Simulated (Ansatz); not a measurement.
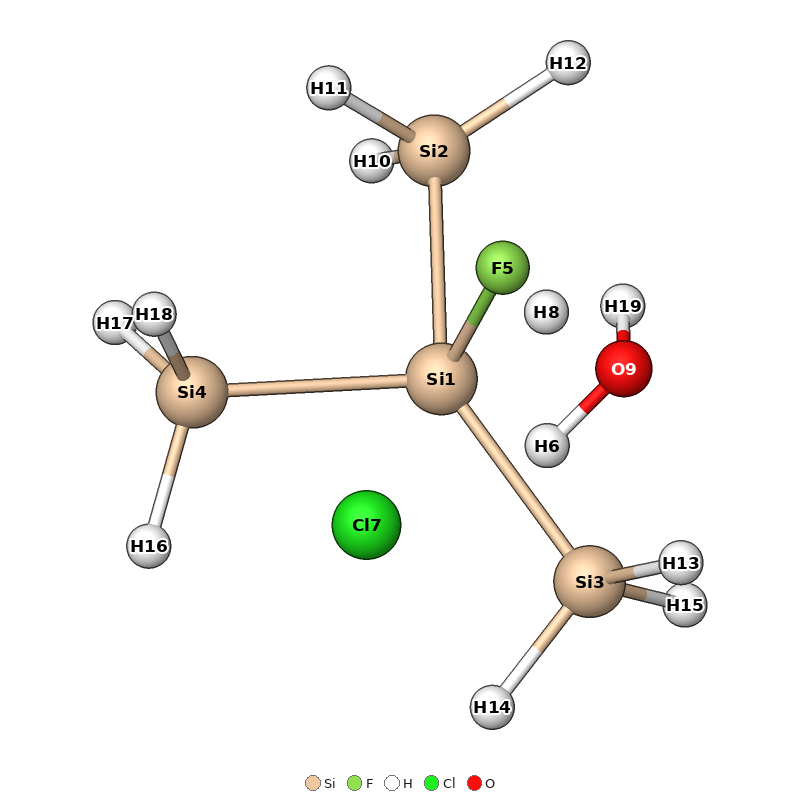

Sticks follow a distance rule. Harmonic vibrations computed with RKS PBE0-D4/def2-TZVP (Ansatz 0.2.0) at a stationary point of the same level.

**Is this a minimum or a saddle point?**

A first-order saddle point: one imaginary frequency, 1129i cm⁻¹.

**List the wavenumbers.**

51 modes: 1129i, 47, 65, 97, 108, 124, 145, 157, 170, 174, 190, 220, 227, 272, 277, 341, 398, 429, 480, 507, 524, 534, 549, 565, 578, 646, 741, 774, 856, 861, 905, 921, 926, 929, 935, 942, 947, 1192, 1435, 1589, 2205, 2211, 2226, 2230, 2242, 2246, 2250, 2254, 2262, 2931, 3829 cm⁻¹.
